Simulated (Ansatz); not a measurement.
# CH7NSn: rotation by 120° about the N2–Sn3 bond, part 2 of 2

How high is the barrier for the rotation by 120° about the N2–Sn3 bond? Relax the two ends, then run a nudged elastic band between them. SMILES of the start: C[NH][SnH3].

Ansatz 0.2.0; RKS B3LYP/def2-SVP. The steps go on from the part before.

## (5) Images and barrier

Images 0 and 8 are the ends. Energies count from image 0; the path length is the program's own measure over all atoms.

| image | path (Å) | energy (eV) | dihedral C1–N2–Sn3–H8 (°) | band force (eV/Å) |
| --- | --- | --- | --- | --- |
| 0 | 0.000 | 0.0000 | -180 | - |
| 1 | 0.529 | 0.0059 | -164 | 0.014 |
| 2 | 1.059 | 0.0222 | -149 | 0.035 |
| 3 | 1.588 | 0.0402 | -134 | 0.026 |
| 4* | 2.117 | 0.0484 | -119 | 0.021 |
| 5 | 2.619 | 0.0410 | -103 | 0.015 |
| 6 | 3.121 | 0.0232 | -88 | 0.013 |
| 7 | 3.623 | 0.0066 | -73 | 0.009 |
| 8 | 4.125 | 0.0000 | -58 | - |

The star marks the climbing image.

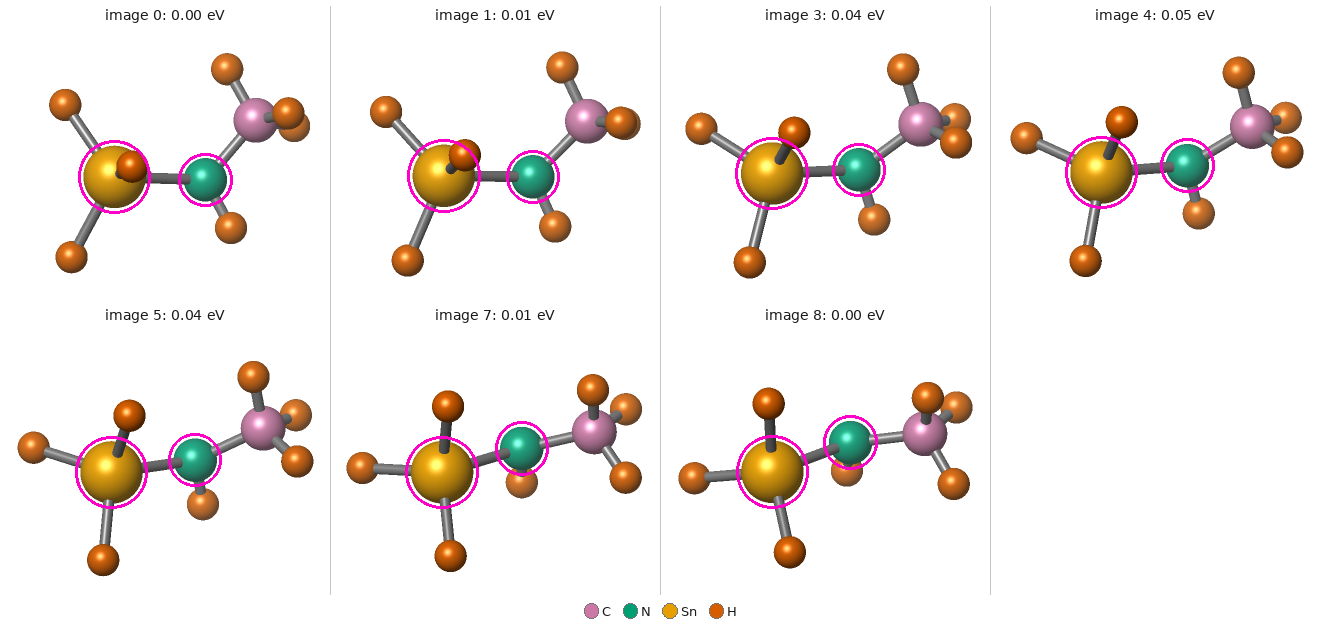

Snapshots along the band, viewed from a free direction. Ringed: N2, Sn3. Sticks join atoms closer than a bonding distance in each image.

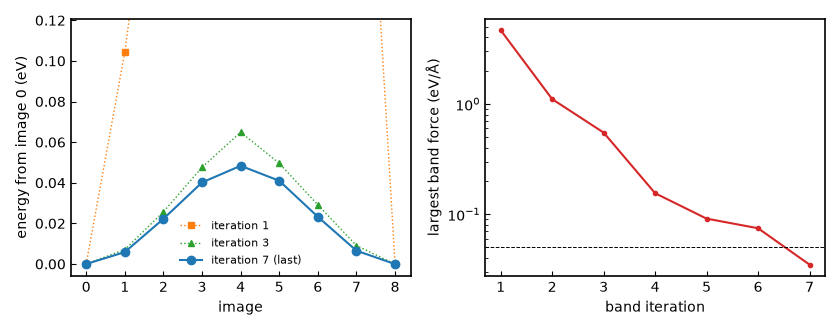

Left: energy of each image for early iterations and the last one (lines only join the points; early values far above the last band run off the scale). Right: the largest band force by iteration, with the threshold dashed.

How the highest energy settled:

| iteration | highest image above image 0 (eV) | largest band force (eV/Å) |
| --- | --- | --- |
| 1 | 0.6032 | 4.655 |
| 2 | 0.1456 | 1.106 |
| 3 | 0.0649 | 0.550 |
| 4 | 0.0528 | 0.155 |
| 5 | 0.0498 | 0.091 |
| 6 | 0.0490 | 0.075 |
| 7 | 0.0484 | 0.035 |

The band as a trajectory file:

```xyz
10
image=0 dE=0.0000
C    -0.926    0.767   -0.903
N    -0.311   -0.496   -0.528
Sn    0.929   -0.632    1.110
H    -1.719    0.603   -1.656
H    -1.419    1.223   -0.028
H    -0.237    1.534   -1.320
H     0.063   -0.987   -1.338
H     1.430   -2.274    1.171
H    -0.035   -0.200    2.467
H     2.309    0.412    1.028
10
image=1 dE=0.0059
C    -0.883    0.785   -0.933
N    -0.392   -0.503   -0.467
Sn    0.901   -0.632    1.131
H    -1.716    0.648   -1.646
H    -1.291    1.366   -0.087
H    -0.130    1.433   -1.433
H    -0.094   -1.091   -1.244
H     1.572   -2.212    1.052
H    -0.032   -0.413    2.558
H     2.148    0.568    1.072
10
image=2 dE=0.0222
C    -0.838    0.798   -0.967
N    -0.461   -0.492   -0.410
Sn    0.875   -0.631    1.153
H    -1.720    0.693   -1.626
H    -1.135    1.491   -0.162
H    -0.049    1.311   -1.558
H    -0.255   -1.169   -1.143
H     1.705   -2.123    0.946
H    -0.017   -0.630    2.624
H     1.977    0.701    1.146
10
image=3 dE=0.0402
C    -0.791    0.803   -1.006
N    -0.520   -0.469   -0.354
Sn    0.852   -0.628    1.174
H    -1.715    0.740   -1.609
H    -0.967    1.590   -0.254
H     0.011    1.176   -1.678
H    -0.429   -1.224   -1.031
H     1.835   -2.008    0.859
H     0.007   -0.842    2.658
H     1.800    0.812    1.244
10
image=4 dE=0.0484
C    -0.742    0.799   -1.048
N    -0.577   -0.436   -0.296
Sn    0.834   -0.623    1.193
H    -1.695    0.783   -1.609
H    -0.804    1.659   -0.361
H     0.062    1.028   -1.780
H    -0.615   -1.252   -0.904
H     1.964   -1.864    0.787
H     0.037   -1.045    2.659
H     1.620    0.899    1.362
10
image=5 dE=0.0410
C    -0.706    0.792   -1.072
N    -0.645   -0.386   -0.220
Sn    0.836   -0.622    1.192
H    -1.683    0.839   -1.588
H    -0.634    1.707   -0.462
H     0.078    0.865   -1.857
H    -0.829   -1.237   -0.746
H     2.057   -1.734    0.677
H     0.104   -1.218    2.630
H     1.506    0.941    1.447
10
image=6 dE=0.0232
C    -0.678    0.778   -1.096
N    -0.702   -0.321   -0.142
Sn    0.842   -0.616    1.188
H    -1.674    0.901   -1.560
H    -0.459    1.725   -0.575
H     0.057    0.688   -1.925
H    -1.023   -1.184   -0.576
H     2.125   -1.595    0.557
H     0.171   -1.385    2.572
H     1.424    0.958    1.559
10
image=7 dE=0.0066
C    -0.659    0.758   -1.119
N    -0.742   -0.244   -0.069
Sn    0.851   -0.605    1.186
H    -1.662    0.963   -1.535
H    -0.295    1.713   -0.702
H     0.003    0.508   -1.977
H    -1.183   -1.100   -0.402
H     2.167   -1.445    0.434
H     0.231   -1.546    2.483
H     1.372    0.947    1.704
10
image=8 dE=0.0000
C    -0.645    0.734   -1.144
N    -0.768   -0.157   -0.001
Sn    0.858   -0.591    1.185
H    -1.645    1.010   -1.527
H    -0.160    1.677   -0.839
H    -0.065    0.338   -2.005
H    -1.310   -0.988   -0.231
H     2.188   -1.282    0.315
H     0.282   -1.696    2.368
H     1.348    0.903    1.881
```

## (6) Frequencies at the highest image

The geometry is the highest inner image of the first converged band.

input.yaml

```yaml
crystal:
  periodic: [false, false, false]
  atoms:
    - { symbol: C, position_ang: [-0.742314, 0.798997, -1.047965] }
    - { symbol: "N", position_ang: [-0.577064, -0.435529, -0.296267] }
    - { symbol: Sn, position_ang: [0.833528, -0.623254, 1.192808] }
    - { symbol: H, position_ang: [-1.69476, 0.78261, -1.609173] }
    - { symbol: H, position_ang: [-0.803734, 1.659347, -0.360959] }
    - { symbol: H, position_ang: [0.061954, 1.028259, -1.779842] }
    - { symbol: H, position_ang: [-0.61471, -1.251624, -0.903946] }
    - { symbol: H, position_ang: [1.963528, -1.863717, 0.787178] }
    - { symbol: H, position_ang: [0.036801, -1.045012, 2.658637] }
    - { symbol: H, position_ang: [1.619972, 0.898722, 1.36243] }
basis:
  gaussian: { orbitals: def2-SVP }
hamiltonian:
  xc: b3lyp
phonons: {}
```

Started as:

```sh
$ ansatz run input.yaml --threads 1 --pin off --max-ram 2048MiB --backend cpu --events-out ev --progress --plain --runs-dir out
```

What it wrote, shortened:

```text
Warning: RAYON_NUM_THREADS=1 ignored (pool sized by the plan → 1); use --threads N
[...]
Functional definition: B3LYP
[...]
1077 factors; integrals over basis functions are off by at most 3.6e-4 eV
[...]
mean field -8471.56471196 eV, -311.3242609319 hartree, gradient 1.0e-5 eV, S^2 0.000000; 0 other end points of the search recorded, 0 dependent functions left out
[...]
reference -8471.56497566 eV, -311.3242706224 hartree; 21, 21 occupied and 68, 68 virtual orbitals, 1077 factors
[...]
1077 factors; integrals over basis functions are off by at most 3.6e-4 eV
[...]
mean field -8471.56456419 eV, -311.3242555012 hartree, gradient 2.6e-6 eV, S^2 0.000000; 0 other end points of the search recorded, 0 dependent functions left out
[...]
reference -8471.56482782 eV, -311.3242651897 hartree; 21, 21 occupied and 68, 68 virtual orbitals, 1077 factors
[...]
1077 factors; integrals over basis functions are off by at most 3.6e-4 eV
[...]
WARN: phonons: modes at or below zero, which the zero-point energy, F, S and C_V leave out: 1, the lowest at -115.70 cm⁻¹. A minimum has none, and a first-order saddle one
[...]
Atom 1 at    -0.577064    -0.435529    -0.296267 Å, force    -0.011284    -0.012848    -0.010751 eV/Å
Atom 2 at     0.833528    -0.623254     1.192808 Å, force     0.005255    -0.002635    -0.001493 eV/Å
Atom 3 at    -1.694760     0.782610    -1.609173 Å, force    -0.003561     0.005917    -0.001569 eV/Å
Atom 4 at    -0.803734     1.659347    -0.360959 Å, force     0.002855     0.005472    -0.005285 eV/Å
Atom 5 at     0.061954     1.028259    -1.779842 Å, force    -0.000112     0.005357    -0.006344 eV/Å
Atom 6 at    -0.614710    -1.251624    -0.903946 Å, force     0.007390     0.009213     0.007476 eV/Å
Atom 7 at     1.963528    -1.863717     0.787178 Å, force     0.003543    -0.001444    -0.004127 eV/Å
Atom 8 at     0.036801    -1.045012     2.658637 Å, force    -0.009195     0.001102     0.005299 eV/Å
Atom 9 at     1.619972     0.898722     1.362430 Å, force    -0.001350     0.004652    -0.003784 eV/Å
Dipole moment:     0.091460    -0.027984    -0.127875 e Å
Vibrations: -115.70 132.09 214.89 408.68 472.12 504.11 624.40 692.22 714.99 728.45 1079.20 1116.19 1132.93 1372.73 1444.16 1469.86 1491.28 1871.31 1897.09 1897.78 2941.89 3026.39 3082.59 3548.86 cm⁻¹, zero-point energy 1.975330 eV
```

It took 4.9 min on 1 thread of an x86-64 CPU, shared host; peak memory 0.26 GiB.

Of 24 modes, 1 is imaginary by more than 30 cm⁻¹ (116i cm⁻¹).

## (7) Another band, settings changed

crystal.atoms is end A as relaxed above, and neb.final_atoms is end B, turned to lie on A. With 7 inner images the band has 9 in all. The start path is listed, through a guess of the saddle.

input.yaml

```yaml
crystal:
  periodic: [false, false, false]
  atoms:
    - { symbol: C, position_ang: [-0.925895, 0.767102, -0.903238] }
    - { symbol: "N", position_ang: [-0.311368, -0.496034, -0.527608] }
    - { symbol: Sn, position_ang: [0.92852, -0.632339, 1.110427] }
    - { symbol: H, position_ang: [-1.718877, 0.602556, -1.6557] }
    - { symbol: H, position_ang: [-1.41949, 1.223286, -0.027844] }
    - { symbol: H, position_ang: [-0.237082, 1.533609, -1.32032] }
    - { symbol: H, position_ang: [0.063082, -0.986587, -1.338071] }
    - { symbol: H, position_ang: [1.429818, -2.274467, 1.17084] }
    - { symbol: H, position_ang: [-0.034723, -0.200145, 2.466678] }
    - { symbol: H, position_ang: [2.309216, 0.411819, 1.027736] }
basis:
  gaussian: { orbitals: def2-SVP }
hamiltonian:
  xc: b3lyp
neb:
  order_check: false
  images: 7
  f_tol: 0.05
  max_iterations: 25
  spring: 50.0
  final_atoms:
    - { symbol: C, position_ang: [-0.64539572, 0.73426528, -1.14368985] }
    - { symbol: "N", position_ang: [-0.7677787, -0.1567337, -0.00099625] }
    - { symbol: Sn, position_ang: [0.85845193, -0.5906083, 1.18548147] }
    - { symbol: H, position_ang: [-1.64479966, 1.01002135, -1.52736596] }
    - { symbol: H, position_ang: [-0.15984004, 1.67737814, -0.83855023] }
    - { symbol: H, position_ang: [-0.06540352, 0.33773795, -2.00530794] }
    - { symbol: H, position_ang: [-1.30957473, -0.98768202, -0.23121068] }
    - { symbol: H, position_ang: [2.18781573, -1.28249753, 0.31544124] }
    - { symbol: H, position_ang: [0.2818946, -1.6957028, 2.36771569] }
    - { symbol: H, position_ang: [1.3478311, 0.90262163, 1.8813825] }
  initial_path:
    images:
      - { positions_ang: [[-0.925895, 0.767102, -0.903238], [-0.311368, -0.496034, -0.527608], [0.92852, -0.632339, 1.110427], [-1.718877, 0.602556, -1.6557], [-1.41949, 1.223286, -0.027844], [-0.237082, 1.533609, -1.32032], [0.063082, -0.986587, -1.338071], [1.429818, -2.274467, 1.17084], [-0.034723, -0.200145, 2.466678], [2.309216, 0.411819, 1.027736]] }
      - { positions_ang: [[-0.87422314, 0.75744255, -0.90705797], [-0.43053204, -0.50166489, -0.46709493], [0.87634742, -0.62117262, 1.10397266], [-1.66095714, 0.65529218, -1.67040526], [-1.29548198, 1.31171039, -0.07302913], [-0.1193768, 1.38930554, -1.35373811], [-0.09067994, -1.05295732, -1.25589287], [1.54600355, -2.16413603, 1.04346941], [-0.00089684, -0.37037259, 2.53293679], [2.1329979, 0.5453528, 1.04973941]] }
      - { positions_ang: [[-0.82255127, 0.7477831, -0.91087794], [-0.54969608, -0.50729579, -0.40658186], [0.82417484, -0.61000624, 1.09751833], [-1.60303727, 0.70802836, -1.68511053], [-1.17147397, 1.40013477, -0.11821426], [-0.00167161, 1.24500208, -1.38715623], [-0.24444189, -1.11932765, -1.17371473], [1.6621891, -2.05380507, 0.91609881], [0.03292933, -0.54060017, 2.59919558], [1.95677981, 0.67888661, 1.07174282]] }
      - { positions_ang: [[-0.77087941, 0.73812365, -0.9146979], [-0.66886011, -0.51292668, -0.34606879], [0.77200226, -0.59883986, 1.09106399], [-1.54511741, 0.76076453, -1.69981579], [-1.04746595, 1.48855916, -0.16339939], [0.11603359, 1.10069862, -1.42057434], [-0.39820383, -1.18569797, -1.0915366], [1.77837466, -1.9434741, 0.78872822], [0.06675549, -0.71082776, 2.66545438], [1.78056171, 0.81242041, 1.09374623]] }
      - { positions_ang: [[-0.71920754, 0.72846421, -0.91851787], [-0.78802415, -0.51855758, -0.28555572], [0.71982968, -0.58767348, 1.08460965], [-1.48719755, 0.81350071, -1.71452106], [-0.92345794, 1.57698354, -0.20858452], [0.23373879, 0.95639516, -1.45399246], [-0.55196577, -1.2520683, -1.00935846], [1.89456021, -1.83314314, 0.66135763], [0.10058166, -0.88105534, 2.73171317], [1.60434361, 0.94595421, 1.11574964]] }
      - { positions_ang: [[-0.70075458, 0.72991447, -0.97481087], [-0.78296279, -0.42810161, -0.21441585], [0.75448525, -0.58840719, 1.10982761], [-1.52659808, 0.86263087, -1.66773228], [-0.73255346, 1.60208219, -0.36607595], [0.15895321, 0.80173086, -1.59182133], [-0.74136801, -1.18597173, -0.81482152], [1.96787409, -1.69548174, 0.57487853], [0.14590989, -1.08471721, 2.6407138], [1.54021548, 0.93512107, 1.30715786]] }
      - { positions_ang: [[-0.68230163, 0.73136474, -1.03110386], [-0.77790142, -0.33764564, -0.14327598], [0.78914081, -0.58914089, 1.13504556], [-1.56599861, 0.91176103, -1.62094351], [-0.54164899, 1.62718084, -0.52356738], [0.08416763, 0.64706656, -1.7296502], [-0.93077025, -1.11987516, -0.62028457], [2.04118797, -1.55782034, 0.48839943], [0.19123813, -1.28837907, 2.54971443], [1.47608736, 0.92428792, 1.49856607]] }
      - { positions_ang: [[-0.66384867, 0.73281501, -1.08739686], [-0.77284006, -0.24718967, -0.07213611], [0.82379637, -0.5898746, 1.16026352], [-1.60539913, 0.96089119, -1.57415473], [-0.35074451, 1.65227949, -0.6810588], [0.00938205, 0.49240225, -1.86747907], [-1.12017249, -1.05377859, -0.42574763], [2.11450185, -1.42015893, 0.40192034], [0.23656637, -1.49204094, 2.45871506], [1.41195923, 0.91345478, 1.68997429]] }
      - { positions_ang: [[-0.64539572, 0.73426528, -1.14368985], [-0.7677787, -0.1567337, -0.00099625], [0.85845193, -0.5906083, 1.18548147], [-1.64479966, 1.01002135, -1.52736596], [-0.15984004, 1.67737814, -0.83855023], [-0.06540352, 0.33773795, -2.00530794], [-1.30957473, -0.98768202, -0.23121068], [2.18781573, -1.28249753, 0.31544124], [0.2818946, -1.6957028, 2.36771569], [1.3478311, 0.90262163, 1.8813825]] }
```

Started as:

```sh
$ ansatz run input.yaml --threads 1 --pin off --max-ram 2048MiB --backend cpu --events-out ev --progress --plain --runs-dir out
```

What it wrote, shortened:

```text
Warning: RAYON_NUM_THREADS=1 ignored (pool sized by the plan → 1); use --threads N
[...]
[... 1 set-up line as earlier in the session ...]
[...]
1078 factors; integrals over basis functions are off by at most 3.2e-4 eV
[...]
mean field -8471.61306915 eV, -311.3260380259 hartree, gradient 9.8e-6 eV, S^2 0.000000; 0 other end points of the search recorded, 0 dependent functions left out
[...]
reference -8471.61333612 eV, -311.3260478368 hartree; 21, 21 occupied and 68, 68 virtual orbitals, 1078 factors
1078 factors; integrals over basis functions are off by at most 9.1e-4 eV
[...]
mean field -8471.61311240 eV, -311.3260396150 hartree, gradient 1.1e-5 eV, S^2 0.000000; 0 other end points of the search recorded, 0 dependent functions left out
[...]
reference -8471.61337777 eV, -311.3260493674 hartree; 21, 21 occupied and 68, 68 virtual orbitals, 1078 factors
[...]
Atom 0 at    -0.742258     0.798973    -1.048016 Å, force     0.006515    -0.014959     0.020719 eV/Å
Atom 1 at    -0.577127    -0.435499    -0.296190 Å, force    -0.011451    -0.012777    -0.010848 eV/Å
Atom 2 at     0.833512    -0.623221     1.192842 Å, force     0.005278    -0.002466    -0.001500 eV/Å
Atom 3 at    -1.694642     0.782548    -1.609322 Å, force    -0.003600     0.005972    -0.001590 eV/Å
Atom 4 at    -0.803733     1.659376    -0.361080 Å, force     0.002813     0.005454    -0.005367 eV/Å
Atom 5 at     0.062095     1.028149    -1.779823 Å, force    -0.000027     0.005380    -0.006415 eV/Å
Atom 6 at    -0.614898    -1.251653    -0.903785 Å, force     0.007457     0.009291     0.007534 eV/Å
Atom 7 at     1.963612    -1.863566     0.787127 Å, force     0.003494    -0.001527    -0.004098 eV/Å
Atom 8 at     0.036806    -1.045115     2.658637 Å, force    -0.009060     0.001003     0.005318 eV/Å
Atom 9 at     1.619834     0.898808     1.362511 Å, force    -0.001420     0.004629    -0.003755 eV/Å
Dipole moment:     0.091454    -0.028009    -0.127868 e Å
this run last wrote the band of iteration 7 to <dir>
```

Run time: 5.8 min. Hardware: 1 thread of an x86-64 CPU, shared host; peak memory 0.26 GiB.

## (8) Images and barrier

The 7 inner images lie between the fixed ends 0 and 8. Energy is taken from image 0, and the path length is the program's own coordinate along the band.

| image | path (Å) | energy (eV) | dihedral C1–N2–Sn3–H8 (°) | band force (eV/Å) |
| --- | --- | --- | --- | --- |
| 0 | 0.000 | 0.0000 | -180 | - |
| 1 | 0.529 | 0.0059 | -164 | 0.014 |
| 2 | 1.059 | 0.0222 | -149 | 0.036 |
| 3 | 1.588 | 0.0402 | -134 | 0.027 |
| 4* | 2.118 | 0.0484 | -119 | 0.021 |
| 5 | 2.619 | 0.0410 | -103 | 0.015 |
| 6 | 3.121 | 0.0232 | -88 | 0.013 |
| 7 | 3.623 | 0.0065 | -73 | 0.009 |
| 8 | 4.125 | 0.0000 | -58 | - |

The star marks the climbing image.

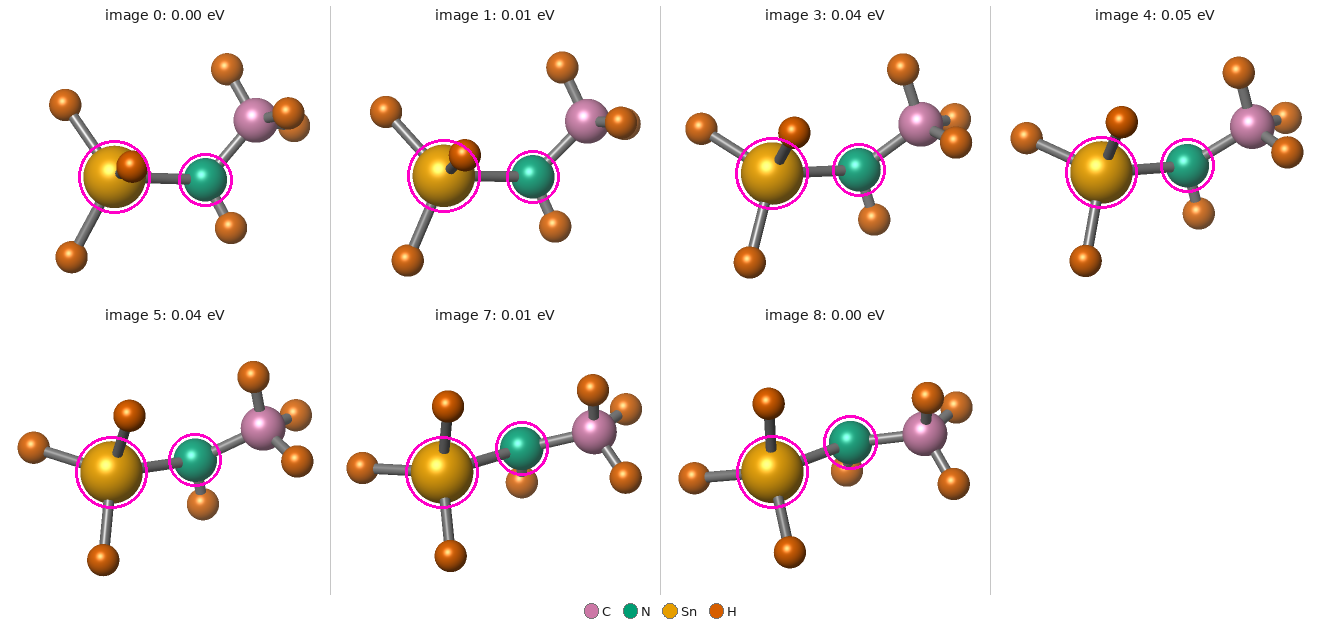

Snapshots along the band, viewed from a free direction. Ringed: N2, Sn3. Sticks join atoms closer than a bonding distance in each image.

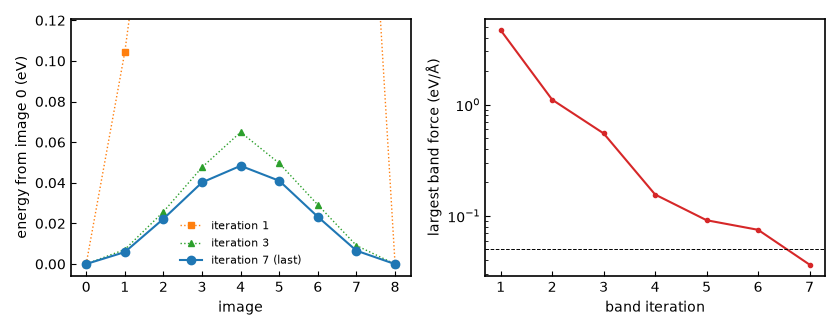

Left: energy of each image for early iterations and the last one (lines only join the points; early values far above the last band run off the scale). Right: the largest band force by iteration, with the threshold dashed.

## (9) Results

The summary covers parts 1 to 2.

| quantity | value |
| --- | --- |
| end A | 6 moves, 0.329 eV lower |
| end B | 9 moves, 0.324 eV lower |
| first band: barrier forwards | 0.048 eV |
| first band: barrier backwards | 0.048 eV |
| first band: second end relative to first | 0.000 eV |
| first band: highest image | 4 of 0 to 8, climbing |
| first band: band iterations | 7 |
| imaginary modes at the top | 116i cm⁻¹ |
| second band | top 0.048 eV above image 0, 7 iterations, 7 inner images |
| time, first and second band | 5.7 min and 5.8 min |

What this shows: In the first band: the barrier from the first end is 0.048 eV, 1.9 times kT at 300 K. The two ends lie within 1 meV of each other. The listed dihedral goes from -180° at end A through -119° at the highest image to -58° at end B. One imaginary mode, as a first-order saddle point has. The second band's top agrees with the first's to 1 meV, so the changed settings hardly move the height. These are electronic energies, with no zero-point or thermal terms.
